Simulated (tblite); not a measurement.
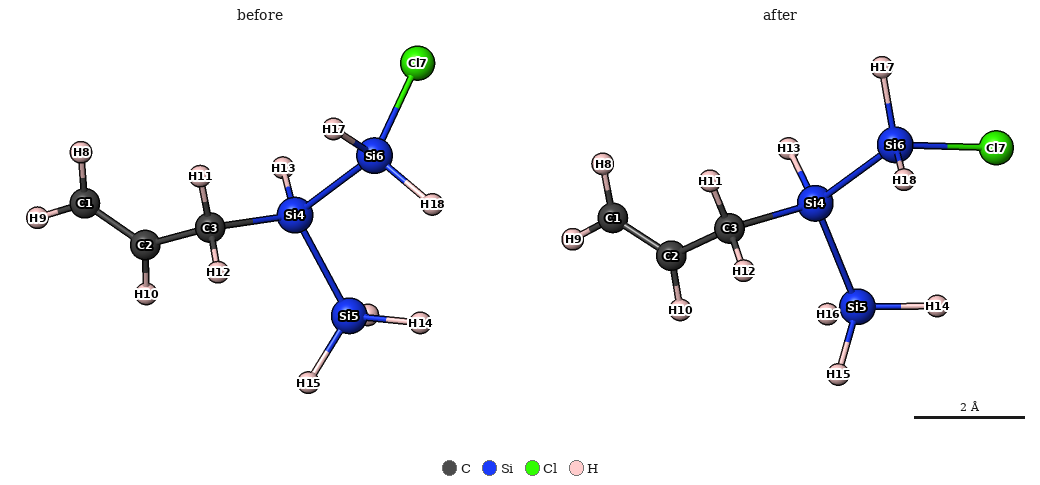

The structure of C$_{3}$H$_{11}$ClSi$_{3}$ before (left) and after (right) a relaxation, at one scale.

Style: ball-and-stick. Shown at a tilt.

Level of theory: GFN2-xTB geometry optimisation, gas phase (tblite 0.8.0). 

Summarise the run.

Cl7 moves most after the best rigid fit: 1.92 Å. Largest moves by element: Cl 1.92 Å, H 1.48 Å, Si 0.41 Å, C 0.38 Å. Among the contacts that change: Si4–Si5 2.207 → 2.332 Å, Si4–Si6 2.237 → 2.327 Å, C3–Si4 1.839 → 1.926 Å, Si6–Cl7 2.101 → 2.035 Å. Among the angles between lasting bonds that change: Si5–Si4–Si6 107.5° → 117.9°, Si4–Si6–H17 107.2° → 117.4°, C3–Si4–H13 111.5° → 104.1°. Groups turn about Si4–Si6 by about 70°, Si4–Si5 by about 30°. The energy falls by 56.8 kJ/mol in 209 geometry steps. The run took 2.3 s on 1 thread of Arm Neoverse V1, with other jobs on the host.
